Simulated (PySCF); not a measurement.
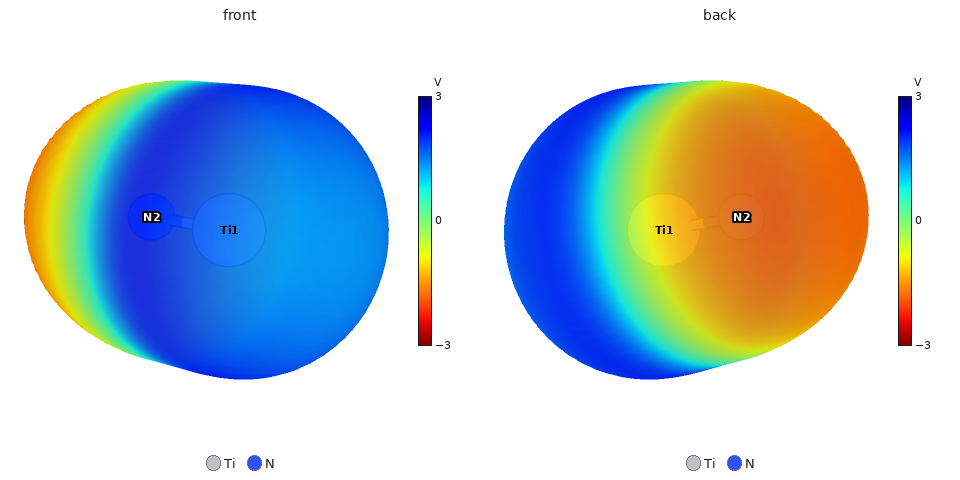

Figure 1: TiN (doublet). The electrostatic potential painted on the density surface at 0.002 e/bohr³, seen from the front and from behind; the colour scale runs from red (negative) to blue (positive).

Level of theory: PySCF 2.14.0, PBE0/def2-TZVP, non-relativistic Hamiltonian with scalar-relativistic core potentials where named, at a bond length of 1.544 Å.

Where is the surface potential most negative and most positive?

Answer. The most negative region (about −1.9 V) lies over N2, the most positive (about +2.0 V) over Ti1. N2 is the likeliest acceptor of a hydrogen bond.
